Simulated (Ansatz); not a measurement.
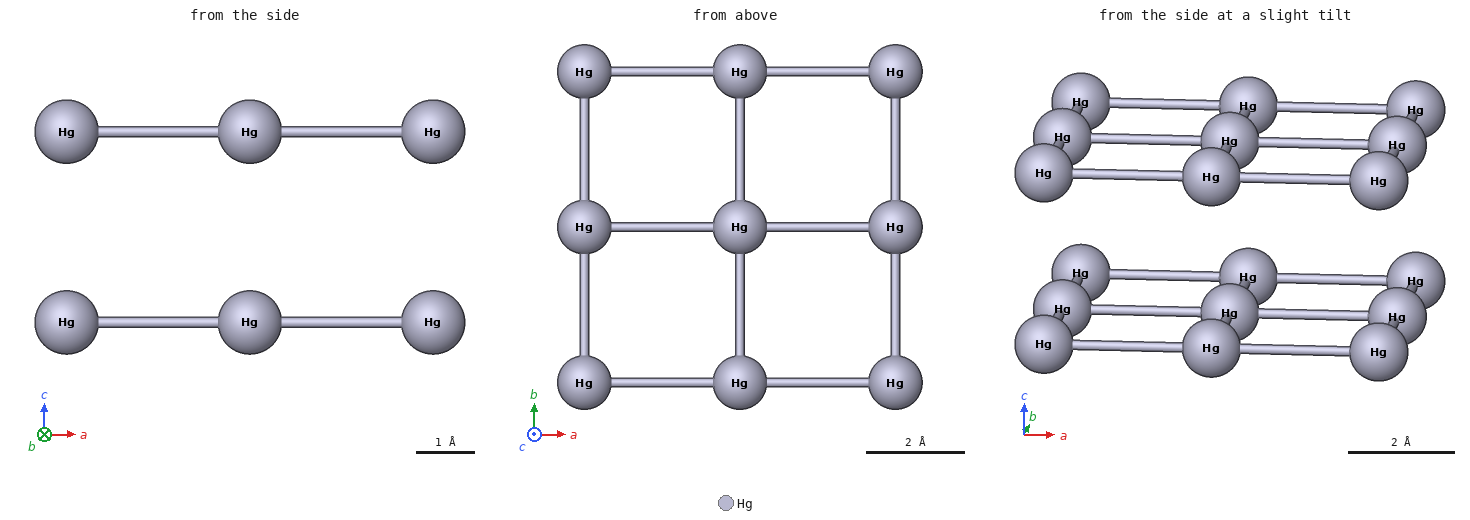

A ball-and-stick picture of a periodic sheet, seen from the side, from above and from the side at a slight tilt. The surface normal points up in side views; the vacuum is left out. 3×3 cells are drawn in the plane, with atoms at the edges repeated.

The cell holds 2 Hg.

Estimate the thickness.

About 3.3 Å from the lowest to the highest atom.

Give the sequence of planes from the top.

Two planes: Hg / Hg.

The structure comes from a structure type filled with this element by a generator (whether the element takes this form wasn't checked). Atoms and cell were optimised with Ansatz 0.2.0, DFT PBE, scalar-relativistic, plane waves, PAW.
